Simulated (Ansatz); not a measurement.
## Run report: Ge2H2, molecular dynamics

Ge2H2, computed with RKS revPBE/6-31G* (Ansatz 0.2.0).

The geometry comes from this level: r2SCAN-D4/def2-TZVP. Figures and captions count atoms from 1; the log counts them from 0 in places.

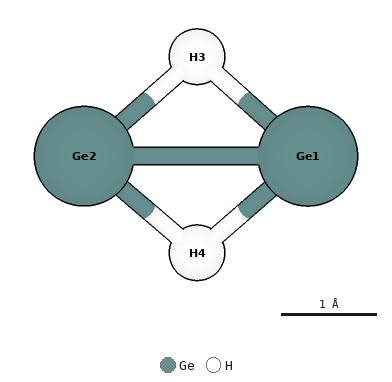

Fig. 1: The structure as given in the input (ball-and-stick view, seen on its broad side; atoms are numbered from 1 in the order of the input). Sticks mark near contacts.

Input file:
```yaml
crystal:
  periodic: [false, false, false]
  atoms:
    - {symbol: Ge, position_ang: [0.655987, 0.111114, -1.051094]}
    - {symbol: Ge, position_ang: [-0.088453, -0.675556, 1.040807]}
    - {symbol: H, position_ang: [0.366704, 0.927620, 0.479328]}
    - {symbol: H, position_ang: [-0.934238, -0.363189, -0.469031]}
basis:
  gaussian: {orbitals: "6-31G*"}
hamiltonian: {xc: {name: revPBE}}
md: {timestep: 1 fs, n_steps: 15, ensemble: nvt_langevin, temperature: 1000, initial_velocities: maxwell_boltzmann, friction: 0.01, seed: 731}
scf: {omitted_lower_state_checks: [starts]}
```

Hardware: 4 threads of Arm Neoverse V2, 23 GiB of memory available, shared host.

Command:
```bash
ansatz run in.yaml --threads 4 --pin off --events-out ev --progress --plain --max-ram 3916MiB
```

The program's output:
```
Functional definition: revPBE
  name "revPBE"
  cite "Zhang & Yang, Phys. Rev. Lett. 80, 890 (1998) doi:10.1103/PhysRevLett.80.890"
  cite "Perdew, Burke & Ernzerhof, Phys. Rev. Lett. 77, 3865 (1996) doi:10.1103/PhysRevLett.77.3865"
  parameter kappa = 1.245
  parameter beta = 0.06672455060314922
  exchange = pbe_x(kappa = kappa, mu = beta*pi^2/3)
  correlation = pbe_c(beta = beta)
these checks for a lower state are left out or cut short: starts
806 factors; their error is unknown
mean field evaluation 1: about -113043.4577 eV, gradient 2.0e1 eV
mean field evaluation 2: about -113043.4913 eV, gradient 2.0e1 eV
mean field evaluation 4: about -113044.2929 eV, gradient 6.0e-1 eV
mean field evaluation 8: about -113044.2734 eV, gradient 1.1e-1 eV
mean field -113044.27349704 eV, -4154.3004268556 hartree, gradient 5.3e-5 eV, S^2 0.000000; 0 other end points of the search recorded, 0 dependent functions left out
the calculation of the forces begins
reference -113044.27353682 eV, -4154.3004283174 hartree; 33, 33 occupied and 41, 41 virtual orbitals, 806 factors
md step     0: t =     0.00 fs  T =   750.0 K  F+E_penalty+E_count = -113044.27349704 eV  E_kin = 0.387780 eV  (21 SCF iters)
these checks for a lower state are left out or cut short: starts, cluster_reference, orbital_swaps, neighbouring_geometries, increment
806 factors; their error is unknown
mean field evaluation 16: about -113044.2815 eV, gradient 1.2e-1 eV
mean field -113044.28151489 eV, -4154.3007215062 hartree, gradient 1.6e-5 eV, S^2 0.000000; 0 other end points of the search recorded, 0 dependent functions left out
[... from here on the field's lines of each further geometry are left out, up to the last ...]
md step     1: t =     1.00 fs  T =   765.5 K  F+E_penalty+E_count = -113044.28151489 eV  E_kin = 0.395772 eV  (27 SCF iters)
md step     2: t =     2.00 fs  T =   792.2 K  F+E_penalty+E_count = -113044.28603263 eV  E_kin = 0.409617 eV  (27 SCF iters)
md step     3: t =     3.00 fs  T =   719.8 K  F+E_penalty+E_count = -113044.28519505 eV  E_kin = 0.372158 eV  (27 SCF iters)
md step     4: t =     4.00 fs  T =   729.7 K  F+E_penalty+E_count = -113044.28097951 eV  E_kin = 0.377287 eV  (27 SCF iters)
md step     5: t =     5.00 fs  T =   753.8 K  F+E_penalty+E_count = -113044.27642397 eV  E_kin = 0.389771 eV  (27 SCF iters)
md step     6: t =     6.00 fs  T =   647.6 K  F+E_penalty+E_count = -113044.27088842 eV  E_kin = 0.334821 eV  (27 SCF iters)
md step     7: t =     7.00 fs  T =   713.3 K  F+E_penalty+E_count = -113044.26571042 eV  E_kin = 0.368799 eV  (27 SCF iters)
md step     8: t =     8.00 fs  T =   788.6 K  F+E_penalty+E_count = -113044.26110313 eV  E_kin = 0.407727 eV  (28 SCF iters)
md step     9: t =     9.00 fs  T =   836.8 K  F+E_penalty+E_count = -113044.25461769 eV  E_kin = 0.432654 eV  (27 SCF iters)
md step    10: t =    10.00 fs  T =   718.6 K  F+E_penalty+E_count = -113044.24858218 eV  E_kin = 0.371558 eV  (27 SCF iters)
md step    11: t =    11.00 fs  T =   621.1 K  F+E_penalty+E_count = -113044.24596908 eV  E_kin = 0.321122 eV  (26 SCF iters)
md step    12: t =    12.00 fs  T =   648.7 K  F+E_penalty+E_count = -113044.24612967 eV  E_kin = 0.335383 eV  (27 SCF iters)
md step    13: t =    13.00 fs  T =   657.6 K  F+E_penalty+E_count = -113044.24907337 eV  E_kin = 0.340006 eV  (28 SCF iters)
md step    14: t =    14.00 fs  T =   743.7 K  F+E_penalty+E_count = -113044.25453510 eV  E_kin = 0.384513 eV  (27 SCF iters)
the calculation of the forces begins
reference -113044.25933842 eV, -4154.2999065357 hartree; 33, 33 occupied and 41, 41 virtual orbitals, 806 factors
these checks for a lower state are left out or cut short: starts
806 factors; their error is unknown
mean field -113044.25929837 eV, -4154.2999050641 hartree, gradient 1.8e-5 eV, S^2 0.000000; 0 other end points of the search recorded, 0 dependent functions left out
the calculation of the forces begins
reference -113044.25933842 eV, -4154.2999065357 hartree; 33, 33 occupied and 41, 41 virtual orbitals, 806 factors
md step    15: t =    15.00 fs  T =   723.0 K  F+E_penalty+E_count = -113044.25929837 eV  E_kin = 0.373836 eV  (12 SCF iters)
```

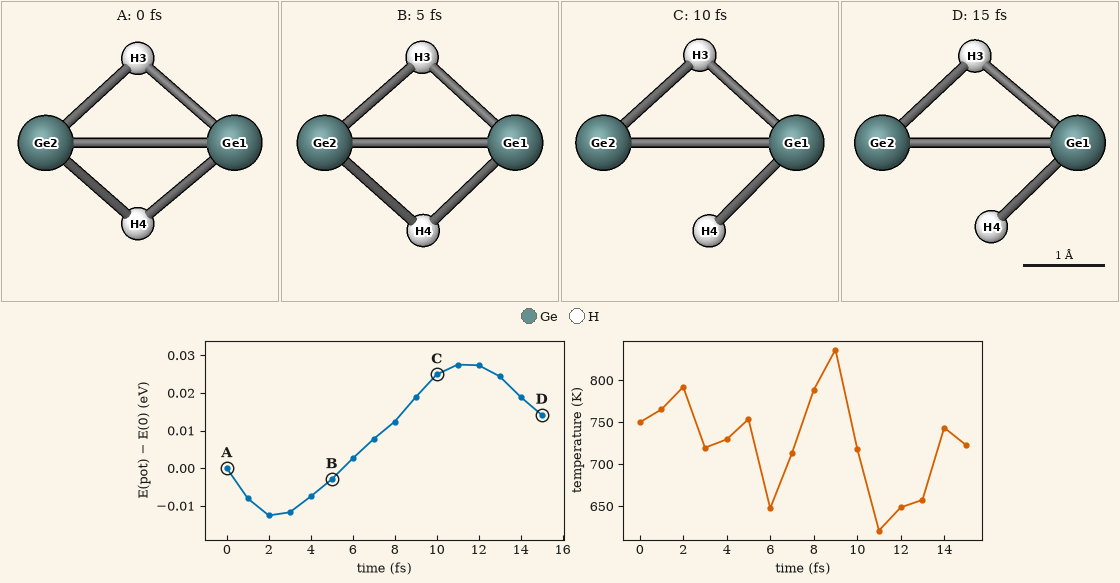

Fig. 2: Frames of the molecular dynamics (ball-and-stick, seen on its broad side) above the curves, on which the letters mark them. The trajectory kept here has 16 frames over 15 fs. The temperature starts at 750 K, ranges from 621 to 837 K and averages 717 K over the second half. The potential energy ends 0.014 eV above its first value. After an unweighted best fit of the last frame on the first, the root-mean-square displacement is 0.09 Å.

```
Total energy: -113044.25933842 eV, -4154.2999065357 hartree
Atom 0 at     0.605112     0.086201    -1.112989 Å, force     0.055408     0.041373     0.347578 eV/Å
Atom 1 at    -0.025461    -0.651632     1.127100 Å, force    -0.111325     0.204941    -0.684493 eV/Å
Atom 2 at     0.164343     1.010483     0.434700 Å, force     0.046591    -0.121060    -0.069249 eV/Å
Atom 3 at    -0.957481    -0.487641    -0.603925 Å, force     0.009326    -0.125255     0.406163 eV/Å
Dipole moment:     0.091522    -0.099759     0.056399 e Å
Checks for a lower state left out: starts
```

Trajectory as extended XYZ (Å, eV, eV/Å), 16 frames, from step=0 to step=15:
```
4
Properties=species:S:1:pos:R:3:forces:R:3 step=0 time_fs=0.0 energy=-113044.27350 temperature=750.0
Ge    0.6560    0.1111   -1.0511    0.4837   0.1012  -0.8012
Ge   -0.0885   -0.6756    1.0408   -0.0840  -0.4987   0.7940
H     0.3667    0.9276    0.4793    0.0060   0.4030   0.1537
H    -0.9342   -0.3632   -0.4690   -0.4057  -0.0055  -0.1465
4
Properties=species:S:1:pos:R:3:forces:R:3 step=1 time_fs=1.0 energy=-113044.28151 temperature=765.5
Ge    0.6516    0.1094   -1.0552    0.4184   0.0359  -0.8073
Ge   -0.0837   -0.6735    1.0452   -0.1404  -0.4466   0.6331
H     0.3579    0.9316    0.4600   -0.0326   0.4073   0.1997
H    -0.9500   -0.3806   -0.4888   -0.2455   0.0034  -0.0256
4
Properties=species:S:1:pos:R:3:forces:R:3 step=2 time_fs=2.0 energy=-113044.28603 temperature=792.2
Ge    0.6475    0.1080   -1.0596    0.3257  -0.0292  -0.7907
Ge   -0.0787   -0.6716    1.0496   -0.1981  -0.3813   0.4616
H     0.3494    0.9389    0.4422   -0.0705   0.3877   0.2368
H    -0.9716   -0.3941   -0.5089   -0.0571   0.0227   0.0922
4
Properties=species:S:1:pos:R:3:forces:R:3 step=3 time_fs=3.0 energy=-113044.28520 temperature=719.8
Ge    0.6438    0.1066   -1.0639    0.2310  -0.0804  -0.7491
Ge   -0.0739   -0.6699    1.0542   -0.2489  -0.2940   0.2838
H     0.3400    0.9510    0.4260   -0.1043   0.3337   0.2611
H    -0.9940   -0.4025   -0.5319    0.1223   0.0407   0.2043
4
Properties=species:S:1:pos:R:3:forces:R:3 step=4 time_fs=4.0 energy=-113044.28098 temperature=729.7
Ge    0.6407    0.1052   -1.0683    0.1523  -0.1117  -0.6832
Ge   -0.0693   -0.6680    1.0592   -0.2742  -0.1945   0.1284
H     0.3294    0.9674    0.4110   -0.1297   0.2522   0.2704
H    -1.0108   -0.4101   -0.5514    0.2516   0.0539   0.2845
4
Properties=species:S:1:pos:R:3:forces:R:3 step=5 time_fs=5.0 energy=-113044.27642 temperature=753.8
Ge    0.6377    0.1037   -1.0726    0.0812  -0.1231  -0.5934
Ge   -0.0645   -0.6658    1.0647   -0.2830  -0.0940  -0.0037
H     0.3163    0.9858    0.3982   -0.1388   0.1589   0.2638
H    -1.0232   -0.4160   -0.5641    0.3405   0.0582   0.3333
4
Properties=species:S:1:pos:R:3:forces:R:3 step=6 time_fs=6.0 energy=-113044.27089 temperature=647.6
Ge    0.6351    0.1023   -1.0764    0.0081  -0.1150  -0.4774
Ge   -0.0601   -0.6637    1.0706   -0.2898  -0.0008  -0.1263
H     0.2982    1.0042    0.3908   -0.1318   0.0598   0.2336
H    -1.0340   -0.4204   -0.5759    0.4134   0.0560   0.3700
4
Properties=species:S:1:pos:R:3:forces:R:3 step=7 time_fs=7.0 energy=-113044.26571 temperature=713.3
Ge    0.6325    0.1010   -1.0803   -0.0583  -0.0902  -0.3400
Ge   -0.0560   -0.6618    1.0767   -0.2881   0.0847  -0.2367
H     0.2784    1.0216    0.3892   -0.1140  -0.0453   0.1825
H    -1.0408   -0.4249   -0.5857    0.4605   0.0509   0.3942
4
Properties=species:S:1:pos:R:3:forces:R:3 step=8 time_fs=8.0 energy=-113044.26110 temperature=788.6
Ge    0.6294    0.0996   -1.0846   -0.1055  -0.0625  -0.2037
Ge   -0.0519   -0.6600    1.0833   -0.2785   0.1562  -0.3371
H     0.2603    1.0346    0.3916   -0.0900  -0.1324   0.1306
H    -1.0426   -0.4272   -0.5944    0.4739   0.0387   0.4101
4
Properties=species:S:1:pos:R:3:forces:R:3 step=9 time_fs=9.0 energy=-113044.25462 temperature=836.8
Ge    0.6259    0.0976   -1.0893   -0.1343  -0.0399  -0.0826
Ge   -0.0478   -0.6583    1.0901   -0.2683   0.2061  -0.4299
H     0.2428    1.0415    0.3972   -0.0672  -0.1922   0.0825
H    -1.0409   -0.4302   -0.6082    0.4698   0.0260   0.4300
4
Properties=species:S:1:pos:R:3:forces:R:3 step=10 time_fs=10.0 energy=-113044.24858 temperature=718.6
Ge    0.6229    0.0952   -1.0939   -0.1471  -0.0333   0.0111
Ge   -0.0438   -0.6566    1.0967   -0.2558   0.2276  -0.5068
H     0.2281    1.0414    0.4026   -0.0525  -0.2140   0.0478
H    -1.0363   -0.4378   -0.6222    0.4553   0.0198   0.4479
4
Properties=species:S:1:pos:R:3:forces:R:3 step=11 time_fs=11.0 energy=-113044.24597 temperature=621.1
Ge    0.6200    0.0932   -1.0980   -0.1409  -0.0354   0.0859
Ge   -0.0400   -0.6553    1.1030   -0.2358   0.2313  -0.5660
H     0.2192    1.0375    0.4082   -0.0464  -0.2138   0.0213
H    -1.0281   -0.4483   -0.6304    0.4232   0.0179   0.4588
4
Properties=species:S:1:pos:R:3:forces:R:3 step=12 time_fs=12.0 energy=-113044.24613 temperature=648.7
Ge    0.6166    0.0918   -1.1019   -0.1166  -0.0265   0.1617
Ge   -0.0365   -0.6544    1.1093   -0.2092   0.2412  -0.6176
H     0.2091    1.0349    0.4143   -0.0353  -0.2193  -0.0048
H    -1.0161   -0.4579   -0.6330    0.3611   0.0046   0.4607
4
Properties=species:S:1:pos:R:3:forces:R:3 step=13 time_fs=13.0 energy=-113044.24907 temperature=657.6
Ge    0.6128    0.0903   -1.1059   -0.0847  -0.0139   0.2352
Ge   -0.0328   -0.6539    1.1153   -0.1821   0.2433  -0.6598
H     0.1956    1.0292    0.4204   -0.0133  -0.2057  -0.0263
H    -1.0019   -0.4666   -0.6293    0.2801  -0.0237   0.4510
4
Properties=species:S:1:pos:R:3:forces:R:3 step=14 time_fs=14.0 energy=-113044.25454 temperature=743.7
Ge    0.6091    0.0885   -1.1096   -0.0284   0.0068   0.2985
Ge   -0.0290   -0.6532    1.1213   -0.1495   0.2268  -0.6814
H     0.1811    1.0201    0.4283    0.0131  -0.1695  -0.0500
H    -0.9822   -0.4774   -0.6193    0.1648  -0.0641   0.4328
4
Properties=species:S:1:pos:R:3:forces:R:3 step=15 time_fs=15.0 energy=-113044.25930 temperature=723.0
Ge    0.6051    0.0862   -1.1130    0.0554   0.0414   0.3476
Ge   -0.0255   -0.6516    1.1271   -0.1113   0.2049  -0.6845
H     0.1643    1.0105    0.4347    0.0466  -0.1211  -0.0692
H    -0.9575   -0.4876   -0.6039    0.0093  -0.1253   0.4062
```

Key numbers:

- outcome: finished
- mean temperature over the second half: 717 K
- trajectory: 15 steps, 15 fs
- ensemble: nvt_langevin
- temperature in the input: 1000 K
- time step: 1 fs
- potential energy (last step): −113044.2593 eV
- SCF solution under orbital rotations (last step): stable
- largest force (length of the vector) (last step): 0.723 eV/Å
- dipole moment (last step): 0.70 D
- wall time: 7 s (CPU time 25 s)
- peak memory: 0.28 GiB

Remarks:

So short a trajectory is not equilibrated. The logged temperature at the start can lie below the typed one, since it is counted over all degrees of freedom.
